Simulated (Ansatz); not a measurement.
**GeCl (doublet): the correlation ladder, cc-pVTZ**

Aim: climb from Hartree-Fock through coupled cluster and multireference methods for GeCl (doublet) at one geometry and basis, and see what each rung misses.

The runs use Ansatz 0.2.0, Gaussian basis; cc-pVTZ, core rule «outside noble gas», up to 19 orbitals frozen.

To be run: UHF; CCSD(T) on ROHF; CCSD(T) on UHF; BCCD(T) on ROHF; CISD; CCSDT(Q) on ROHF; CCSDT(Q) on UHF; CASSCF and MRCISD+Q, 11 electrons in 8 orbitals; CASSCF and NEVPT2, 11 electrons in 8 orbitals.

9 further runs of the same task are left out: 4 for a known fault of the program, 5 set aside as unsound or not needed.

### 1 The geometry

The geometry is a PBE0/def2-TZVP stationary point (not a proven minimum) of the parent state, kept for this charge and spin. No spin-orbit coupling is included. The filled d shell of Ge may be among the frozen orbitals whatever the setting's name suggests; the logs give the count.

2 atoms, charge 0, spin multiplicity 2.

Atoms are counted from 1 here; the program's logs count them from 0.

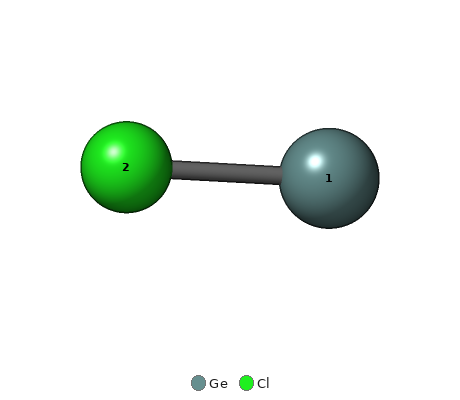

The geometry (germanium teal, chlorine green); atoms are numbered from 1 in the order of the file.

In the tables R marks a restricted open-shell determinant and U an unrestricted one; 'valence' is the active space of 11 electrons in 8 orbitals; energies count from the table's Hartree-Fock row.

### 2 UHF

Contents of in.yaml:

```yaml
crystal:
  periodic: [false, false, false]
  atoms:
    - {symbol: Ge, position_ang: [0.000000, 0.000000, 0.000000]}
    - {symbol: Cl, position_ang: [0.000000, 0.000000, 2.178600]}
basis:
  gaussian: {orbitals: cc-pVTZ}
magnetization: {spin_polarized: true, initial_magnetization: 1}
hamiltonian: {xc: hf}
output: {orbitals: {seedname: orbitals}}
```

Started as:

```sh
$ ansatz run in.yaml --threads 1 --pin off --events-out ev --progress --plain --max-ram 2560MiB --backend cpu
```

Log:

```text
Functional definition: HF
  name "HF"
  cite "Fock, Z. Phys. 61, 126 (1930) doi:10.1007/BF01340294"
  parent pbe
  exchange = exact_x
  correlation = 0
488 factors; integrals over basis functions are off by at most 7.9e-4 eV
mean field evaluation 1: about -68978.5827 eV, gradient 8.9e0 eV
mean field evaluation 2: about -68978.6460 eV, gradient 9.0e0 eV
mean field evaluation 4: about -68979.3713 eV, gradient 1.3e0 eV
mean field evaluation 8: about -68979.4039 eV, gradient 7.9e-2 eV
mean field evaluation 16: about -68977.7925 eV, gradient 6.4e0 eV
mean field evaluation 32: about -68969.8885 eV, gradient 1.7e1 eV
mean field -68979.40416168 eV, -2534.9463470221 hartree, gradient 2.3e-5 eV, S^2 0.766182; 0 other end points of the search recorded, 0 dependent functions left out
reference -68979.40416168 eV, -2534.9463470221 hartree; 25, 24 occupied and 52, 53 virtual orbitals, 488 factors
Total energy: -68979.40416168 eV, -2534.9463470221 hartree
```

Wall time 1.3 s (1 thread of AMD EPYC 7R13, shared host).

From the report: ⟨S²⟩ of the determinant 0.766 (pure doublet: 0.75).

### 3 CCSD(T) on ROHF

Contents of in.yaml:

```yaml
crystal:
  periodic: [false, false, false]
  atoms:
    - {symbol: Ge, position_ang: [0.000000, 0.000000, 0.000000]}
    - {symbol: Cl, position_ang: [0.000000, 0.000000, 2.178600]}
basis:
  gaussian: {orbitals: cc-pVTZ}
magnetization: {spin_polarized: false, initial_magnetization: 1}
correlation: {method: ccsd_t, electrons: outside_noble_gas}
```

Launched as before.

Log, shortened:

```text
Functional definition: HF
  name "HF"
  cite "Fock, Z. Phys. 61, 126 (1930) doi:10.1007/BF01340294"
  parent pbe
[...]
488 factors; integrals over basis functions are off by at most 7.9e-4 eV
[...]
mean field -68979.28975927 eV, -2534.9421428112 hartree, gradient 2.5e-6 eV, S^2 0.750000; 3 other end points of the search recorded, 0 dependent functions left out
determinant -68979.28975927 eV, -2534.9421428112 hartree, with singles and doubles -68987.08059862 eV, -2535.2284508765 hartree
determinant -68975.82437156 eV, -2534.8147921617 hartree, with singles and doubles -68983.91913501 eV, -2535.1122692317 hartree
19 core orbitals not correlated: weight in the atoms' cores, before any rotation towards them, 0.999 or more for the frozen orbitals, at most 0.001 for the correlated occupied ones
reference -68979.28975927 eV, -2534.9421428112 hartree; 6, 5 occupied and 52, 53 virtual orbitals, 488 factors
second order -7.01191607 eV of doubles, -0.06269128 eV of singles
cycle   1  -7.79084548 eV  change   -6.1e-6 eV  update   5.3e-4
[...]
cycle   6  -7.79088167 eV  change   -1.3e-5 eV  update   2.6e-6
perturbative correction -0.33843767 eV, -0.0124373549 hartree
Total energy: -68987.41907861 eV, -2535.2408897866 hartree
```

Run time: 4.8 s. Hardware: 1 thread of AMD EPYC 7R13, shared host.

From the report: correlation -8.1293 eV; T1 0.019; largest double amplitude 0.06.

### 4 CCSD(T) on UHF

Edit in.yaml of step 3 so:

```diff
@@ -7,3 +7,3 @@
   gaussian: {orbitals: cc-pVTZ}
-magnetization: {spin_polarized: false, initial_magnetization: 1}
+magnetization: {spin_polarized: true, initial_magnetization: 1}
 correlation: {method: ccsd_t, electrons: outside_noble_gas}
```

The command is unchanged.

Log, shortened:

```text
Functional definition: HF
  name "HF"
  cite "Fock, Z. Phys. 61, 126 (1930) doi:10.1007/BF01340294"
  parent pbe
[...]
488 factors; integrals over basis functions are off by at most 7.9e-4 eV
[...]
mean field -68979.40416168 eV, -2534.9463470221 hartree, gradient 9.7e-6 eV, S^2 0.766182; 5 other end points of the search recorded, 0 dependent functions left out
determinant -68979.40416168 eV, -2534.9463470221 hartree, with singles and doubles -68987.08722575 eV, -2535.2286944192 hartree
determinant -68975.90644271 eV, -2534.8178082209 hartree, with singles and doubles -68983.92402302 eV, -2535.1124488629 hartree
19 core orbitals not correlated: weight in the atoms' cores, before any rotation towards them, 0.999 or more for the frozen orbitals, at most 0.001 for the correlated occupied ones
reference -68979.40416168 eV, -2534.9463470221 hartree; 6, 5 occupied and 52, 53 virtual orbitals, 488 factors
second order -6.94394088 eV of doubles, -0.00000000 eV of singles
cycle   1  -7.68315331 eV  change   -8.9e-5 eV  update   5.7e-4
[...]
cycle   7  -7.68323628 eV  change    6.9e-7 eV  update   8.9e-7
perturbative correction -0.33447369 eV, -0.0122916813 hartree
Total energy: -68987.42187164 eV, -2535.2409924287 hartree
```

Run time: 5.5 s. Hardware: 1 thread of AMD EPYC 7R13, shared host.

From the report: ⟨S²⟩ of the determinant 0.766 (pure doublet: 0.75); correlation -8.0177 eV; T1 0.016; largest double amplitude 0.06.

### 5 BCCD(T) on ROHF

Contents of in.yaml:

```yaml
crystal:
  periodic: [false, false, false]
  atoms:
    - {symbol: Ge, position_ang: [0.000000, 0.000000, 0.000000]}
    - {symbol: Cl, position_ang: [0.000000, 0.000000, 2.178600]}
basis:
  gaussian: {orbitals: cc-pVTZ}
magnetization: {spin_polarized: false, initial_magnetization: 1}
correlation: {method: bccd_t, electrons: outside_noble_gas}
```

Launched as before.

Log, shortened:

```text
Functional definition: HF
  name "HF"
  cite "Fock, Z. Phys. 61, 126 (1930) doi:10.1007/BF01340294"
  parent pbe
[...]
488 factors; integrals over basis functions are off by at most 7.9e-4 eV
[...]
mean field -68979.28975927 eV, -2534.9421428112 hartree, gradient 2.5e-6 eV, S^2 0.750000; 3 other end points of the search recorded, 0 dependent functions left out
determinant -68979.28975927 eV, -2534.9421428112 hartree, with singles and doubles -68987.08059862 eV, -2535.2284508765 hartree
determinant -68975.82437156 eV, -2534.8147921617 hartree, with singles and doubles -68983.91913501 eV, -2535.1122692317 hartree
19 core orbitals not correlated: weight in the atoms' cores, before any rotation towards them, 0.999 or more for the frozen orbitals, at most 0.001 for the correlated occupied ones
reference -68979.28975927 eV, -2534.9421428112 hartree; 6, 5 occupied and 52, 53 virtual orbitals, 488 factors
second order -7.01191607 eV of doubles, -0.06269128 eV of singles
cycle   1  -7.78435238 eV  change    6.5e-3 eV  update   5.7e-3
[...]
cycle   7  -7.78376186 eV  change    4.5e-6 eV  update   1.3e-5
perturbative correction -0.34677582 eV, -0.0127437763 hartree
Total energy: -68987.42029695 eV, -2535.2409345599 hartree
```

Run time: 6 s. Hardware: 1 thread of AMD EPYC 7R13, shared host; peak memory 0.27 GiB.

From the report: correlation -8.1305 eV; largest double amplitude 0.06.

### 6 CISD

Edit in.yaml of step 5 so:

```diff
@@ -8,2 +8,2 @@
 magnetization: {spin_polarized: false, initial_magnetization: 1}
-correlation: {method: bccd_t, electrons: outside_noble_gas}
+correlation: {active_space: {ras: {orbitals: [5, 1, 52], electrons: 11, max_holes: 2, max_particles: 2}, fixed_orbitals: true}}
```

Launched as before.

Log:

```text
Functional definition: HF
  name "HF"
  cite "Fock, Z. Phys. 61, 126 (1930) doi:10.1007/BF01340294"
  parent pbe
  exchange = exact_x
  correlation = 0
488 factors; integrals over basis functions are off by at most 7.9e-4 eV
mean field evaluation 1: about -68978.5558 eV, gradient 1.2e1 eV
mean field evaluation 2: about -68978.6174 eV, gradient 1.2e1 eV
mean field evaluation 4: about -68979.2774 eV, gradient 1.1e0 eV
mean field evaluation 8: about -68979.2898 eV, gradient 1.3e-4 eV
mean field evaluation 16: about -68979.2897 eV, gradient 3.3e-1 eV
mean field -68979.28975927 eV, -2534.9421428112 hartree, gradient 2.5e-6 eV, S^2 0.750000; 2 other end points of the search recorded, 0 dependent functions left out
reference -68979.28975927 eV, -2534.9421428112 hartree; 25, 24 occupied and 52, 53 virtual orbitals, 488 factors
state -68986.44164993 eV, -2535.2049699453 hartree
Total energy: -68986.44164993 eV, -2535.2049699453 hartree
```

It took 6.5 s on 1 thread of AMD EPYC 7R13, shared host.

From the report: 46,106 determinants.

### 7 CCSDT(Q) on ROHF

Edit in.yaml of step 6 so:

```diff
@@ -8,2 +8,2 @@
 magnetization: {spin_polarized: false, initial_magnetization: 1}
-correlation: {active_space: {ras: {orbitals: [5, 1, 52], electrons: 11, max_holes: 2, max_particles: 2}, fixed_orbitals: true}}
+correlation: {method: ccsdt_q, electrons: outside_noble_gas}
```

Started as:

```sh
$ ansatz run in.yaml --threads 2 --pin off --events-out ev --progress --plain --max-ram 15360MiB --backend cuda --devices 0, --max-vram 18GiB
```

Log, shortened:

```text
Functional definition: HF
  name "HF"
  cite "Fock, Z. Phys. 61, 126 (1930) doi:10.1007/BF01340294"
  parent pbe
[...]
836 factors; integrals over basis functions are off by at most 2.4e-7 eV
[...]
mean field -68979.28979728 eV, -2534.9421442083 hartree, gradient 1.9e-6 eV, S^2 0.750000; 3 other end points of the search recorded, 0 dependent functions left out
[...]
determinant -68979.28979728 eV, -2534.9421442083 hartree, with singles and doubles -68987.08063513 eV, -2535.2284522184 hartree
determinant -68975.82444830 eV, -2534.8147949820 hartree, with singles and doubles -68983.91917267 eV, -2535.1122706157 hartree
19 core orbitals not correlated: weight in the atoms' cores, before any rotation towards them, 0.999 or more for the frozen orbitals, at most 0.001 for the correlated occupied ones
reference -68979.28979728 eV, -2534.9421442083 hartree; 6, 5 occupied and 52, 53 virtual orbitals, 836 factors
second order -7.01193679 eV of doubles, -0.06269127 eV of singles
cycle   1  -7.55493609 eV  change   -4.8e-1 eV  update   8.4e-2
[...]
cycle  18  -8.15426611 eV  change    4.0e-7 eV  update   3.0e-7
perturbative correction -0.01643546 eV, -0.0006039921 hartree
Total energy: -68987.46049886 eV, -2535.2424119528 hartree
```

Run time: 7.5 s. Hardware: 1 × H100 (card shared with other runs) with 2 threads of AMD EPYC 7R13, shared host; peak host memory 0.85 GiB.

From the report: correlation -8.1707 eV; T1 0.020; largest double amplitude 0.06.

### 8 CCSDT(Q) on UHF

Edit in.yaml of step 7 so:

```diff
@@ -7,3 +7,3 @@
   gaussian: {orbitals: cc-pVTZ}
-magnetization: {spin_polarized: false, initial_magnetization: 1}
+magnetization: {spin_polarized: true, initial_magnetization: 1}
 correlation: {method: ccsdt_q, electrons: outside_noble_gas}
```

Same command.

Log, shortened:

```text
Functional definition: HF
  name "HF"
  cite "Fock, Z. Phys. 61, 126 (1930) doi:10.1007/BF01340294"
  parent pbe
[...]
836 factors; integrals over basis functions are off by at most 2.4e-7 eV
[...]
mean field -68979.40419984 eV, -2534.9463484247 hartree, gradient 2.2e-6 eV, S^2 0.766182; 5 other end points of the search recorded, 0 dependent functions left out
determinant -68979.40419984 eV, -2534.9463484247 hartree, with singles and doubles -68987.08726213 eV, -2535.2286957560 hartree
determinant -68975.90651839 eV, -2534.8178110023 hartree, with singles and doubles -68983.92408610 eV, -2535.1124511810 hartree
19 core orbitals not correlated: weight in the atoms' cores, before any rotation towards them, 0.999 or more for the frozen orbitals, at most 0.001 for the correlated occupied ones
reference -68979.40419984 eV, -2534.9463484247 hartree; 6, 5 occupied and 52, 53 virtual orbitals, 836 factors
second order -6.94396060 eV of doubles, -0.00000000 eV of singles
cycle   1  -7.42954696 eV  change   -4.9e-1 eV  update   8.5e-2
[...]
cycle  18  -8.04351224 eV  change    1.1e-7 eV  update   3.2e-7
perturbative correction -0.01803478 eV, -0.0006627659 hartree
Total energy: -68987.46574686 eV, -2535.2426048134 hartree
```

Run time: 7 s. Hardware: 1 × H100 (card shared with other runs) with 2 threads of AMD EPYC 7R13, shared host; peak host memory 0.84 GiB.

From the report: ⟨S²⟩ of the determinant 0.766 (pure doublet: 0.75); correlation -8.0615 eV; T1 0.018; largest double amplitude 0.06.

### 9 CASSCF and MRCISD+Q, 11 electrons in 8 orbitals

Contents of in.yaml:

```yaml
crystal:
  periodic: [false, false, false]
  atoms:
    - {symbol: Ge, position_ang: [0.000000, 0.000000, 0.000000]}
    - {symbol: Cl, position_ang: [0.000000, 0.000000, 2.178600]}
basis:
  gaussian: {orbitals: cc-pVTZ}
magnetization: {spin_polarized: false, initial_magnetization: 1}
correlation: {method: fic_mrcisd_q, electrons: outside_noble_gas, active_space: {window: {electrons: 11, orbitals: 8}, shells: [{species: Cl, l: s, shell: 3}, {species: Cl, l: p, shell: 3}, {species: Ge, l: s, shell: 4}, {species: Ge, l: p, shell: 4}]}}
```

Same command.

Log, shortened:

```text
Functional definition: HF
  name "HF"
  cite "Fock, Z. Phys. 61, 126 (1930) doi:10.1007/BF01340294"
  parent pbe
[...]
836 factors; integrals over basis functions are off by at most 2.4e-7 eV
[...]
mean field -68979.28979728 eV, -2534.9421442083 hartree, gradient 1.9e-6 eV, S^2 0.750000; 2 other end points of the search recorded, 0 dependent functions left out
reference -68979.28979728 eV, -2534.9421442083 hartree; 25, 24 occupied and 52, 53 virtual orbitals, 836 factors
state -68980.13842388 eV, -2534.9733306604 hartree
contracted CI cycle   1: correlation 0.00000000 eV, 0.0000000000 hartree, residual 2.32e1 eV
contracted CI cycle   2: correlation -6.28917793 eV, -0.2311230261 hartree, residual 4.30e0 eV
contracted CI cycle   3: correlation -6.52996864 eV, -0.2399719212 hartree, residual 9.41e-1 eV
contracted CI cycle   4: correlation -6.54150697 eV, -0.2403959473 hartree, residual 2.32e-1 eV
contracted CI cycle   5: correlation -6.54221471 eV, -0.2404219562 hartree, residual 5.85e-2 eV
contracted CI cycle   6: correlation -6.54225661 eV, -0.2404234959 hartree, residual 1.29e-2 eV
contracted CI cycle   7: correlation -6.54225862 eV, -0.2404235697 hartree, residual 2.83e-3 eV
contracted CI cycle   8: correlation -6.54225872 eV, -0.2404235734 hartree, residual 6.70e-4 eV
state -68980.13842388 eV, -2534.9733306604 hartree; corrected -68987.33638566 eV, -2535.2378508769 hartree
Total energy: -68987.33638566 eV, -2535.2378508769 hartree
Checks for a lower state left out: starts, orbital_swaps
```

Run time: 3.4 s. Hardware: 1 × H100 (card shared with other runs) with 2 threads of AMD EPYC 7R13, shared host; peak host memory 0.83 GiB.

From the report: 392 determinants; active occupations 2.00, 2.00, 1.99, 1.98, 1.96, 1.00, 0.05, 0.02.

### 10 CASSCF and NEVPT2, 11 electrons in 8 orbitals

Contents of in.yaml:

```yaml
crystal:
  periodic: [false, false, false]
  atoms:
    - {symbol: Ge, position_ang: [0.000000, 0.000000, 0.000000]}
    - {symbol: Cl, position_ang: [0.000000, 0.000000, 2.178600]}
basis:
  gaussian: {orbitals: cc-pVTZ}
magnetization: {spin_polarized: false, initial_magnetization: 1}
correlation: {method: sc_nevpt2, electrons: outside_noble_gas, active_space: {window: {electrons: 11, orbitals: 8}, shells: [{species: Cl, l: s, shell: 3}, {species: Cl, l: p, shell: 3}, {species: Ge, l: s, shell: 4}, {species: Ge, l: p, shell: 4}]}}
```

Started as:

```sh
$ ansatz run in.yaml --threads 1 --pin off --events-out ev --progress --plain --max-ram 2560MiB --backend cpu
```

Log:

```text
Functional definition: HF
  name "HF"
  cite "Fock, Z. Phys. 61, 126 (1930) doi:10.1007/BF01340294"
  parent pbe
  exchange = exact_x
  correlation = 0
836 factors; integrals over basis functions are off by at most 2.4e-7 eV
mean field evaluation 1: about -68978.5389 eV, gradient 1.2e1 eV
mean field evaluation 2: about -68978.6138 eV, gradient 1.2e1 eV
mean field evaluation 4: about -68979.2767 eV, gradient 1.1e0 eV
mean field evaluation 8: about -68979.2898 eV, gradient 1.3e-4 eV
mean field evaluation 16: about -68979.2918 eV, gradient 3.3e-1 eV
mean field -68979.28979728 eV, -2534.9421442083 hartree, gradient 1.9e-6 eV, S^2 0.750000; 2 other end points of the search recorded, 0 dependent functions left out
reference -68979.28979728 eV, -2534.9421442083 hartree; 25, 24 occupied and 52, 53 virtual orbitals, 836 factors
state -68980.13842388 eV, -2534.9733306604 hartree
state -68980.13842388 eV, -2534.9733306604 hartree; corrected -68985.86861417 eV, -2535.1839112694 hartree
Total energy: -68985.86861417 eV, -2535.1839112694 hartree
Checks for a lower state left out: starts, orbital_swaps
```

Wall time 4.6 s (1 thread of AMD EPYC 7R13, shared host).

From the report: 392 determinants; active occupations 2.00, 2.00, 1.99, 1.98, 1.96, 1.00, 0.05, 0.02.

### 11 Natural occupations

Natural occupations of the CASSCF valence state about the gap (report; correlated orbitals 2 to 8): 1.997, 1.991, 1.982, 1.958, 1.003, 0.046, 0.025. The count of effectively unpaired electrons, Σ n²(2 − n)², is 1.02; a single determinant of this spin has 1.

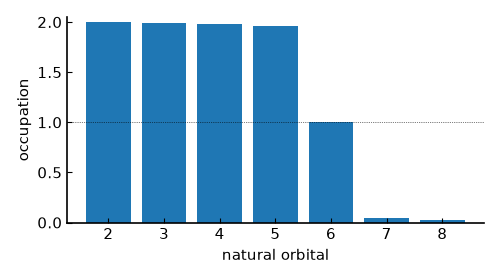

Natural occupations of the CASSCF valence state.

### 12 All levels against the top one

The yardstick is UCCSDT(Q), where the cluster series has nearly closed. Rows without a time come out of other runs: HF, MP2 and CCSD of CCSD(T), CCSDT of CCSDT(Q), CASSCF and MRCISD of the multireference runs.

Differences are taken before rounding.

| method | energy from the lowest RHF (meV) | from UCCSDT(Q) (meV) | time |
| --- | --- | --- | --- |
| RHF | 0.0 | +8176.0 |  |
| UHF | -114.4 | +8061.6 |  |
| RMP2 | -7074.6 | +1101.4 |  |
| UMP2 | -7058.3 | +1117.6 |  |
| RCCSD | -7790.9 | +385.1 |  |
| UCCSD | -7797.6 | +378.3 |  |
| RCCSD(T) | -8129.3 | +46.7 | 4.8 s |
| UCCSD(T) | -8132.1 | +43.9 | 5.5 s |
| BCCD(T) | -8130.5 | +45.4 | 6 s |
| RCCSDT | -8154.3 | +21.7 |  |
| UCCSDT | -8158.0 | +18.0 |  |
| RCCSDT(Q) | -8170.7 | +5.2 | 7.5 s (GPU) |
| UCCSDT(Q) | -8176.0 | 0 | 7 s (GPU) |
| CASSCF valence | -848.7 | +7327.3 |  |
| NEVPT2 valence | -6578.9 | +1597.1 | 4.6 s |
| MRCISD valence | -7390.9 | +785.1 |  |
| MRCISD+Q valence | -8046.6 | +129.4 | 3.4 s (GPU) |

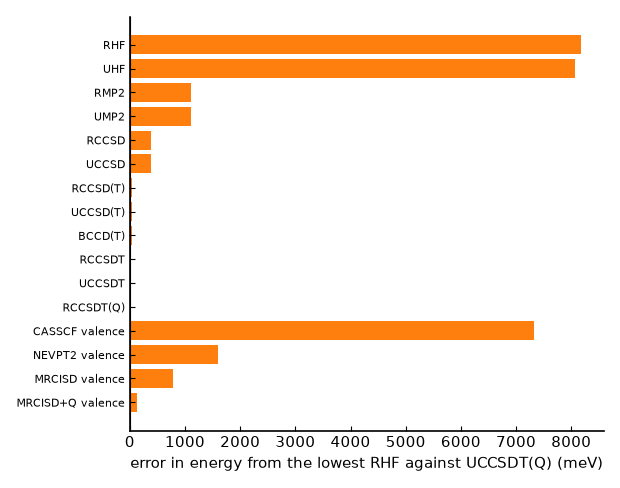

How far each level lands from UCCSDT(Q).

Some runs used a GPU and others CPU threads alone; cost is compared among the CPU runs only.

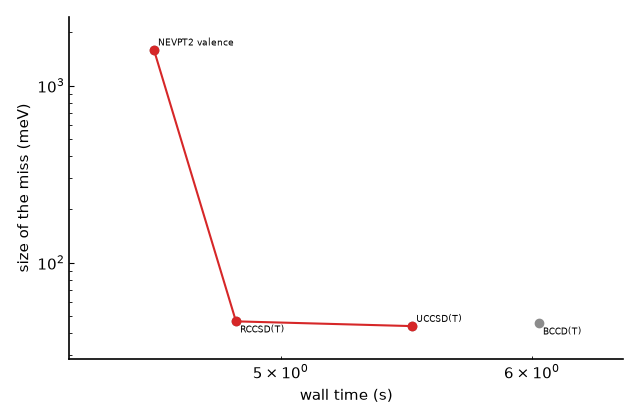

Accuracy for the time spent; red marks the levels that beat every quicker one drawn. Times are from a shared host.

Not comparable, so not listed: CISD (they don't share determinant, frozen orbitals or solution with the rows shown, or repeat one).

### 13 What came out

| quantity | value |
| --- | --- |
| UCCSDT(Q) below the RHF energy | -8.1760 eV |
| RMP2 from UCCSDT(Q) | +1101.4 meV |
| UMP2 from UCCSDT(Q) | +1117.6 meV |
| RCCSD from UCCSDT(Q) | +385.1 meV |
| RCCSD(T) from UCCSDT(Q) | +46.7 meV |
| UCCSD(T) from UCCSDT(Q) | +43.9 meV |
| RCCSDT(Q) from UCCSDT(Q) | +5.2 meV |
| NEVPT2 valence from UCCSDT(Q) | +1597.1 meV |
| MRCISD+Q valence from UCCSDT(Q) | +129.4 meV |
| levels within 1 kcal/mol (43 meV) | RCCSDT, UCCSDT, RCCSDT(Q) |
| T1 diagnostic | 0.019 |
| effectively unpaired electrons | 1.02 |

**Reading.** RCCSD(T) misses by +46.7 meV, 0.6 % of the correlation energy. One determinant dominates. Of the multireference levels listed MRCISD+Q valence comes nearest in total energy (+129.4 meV), which doesn't show that its space is the better one. These misses are within one basis, not against nature; the frozen cores of restricted and unrestricted runs differ, which can shift their rows.

For cost: UCCSD(T) gets within 43.9 meV in 5.5 s; the quickest level in the cost chart, NEVPT2 valence, takes 4.6 s and misses by 1597.1 meV.
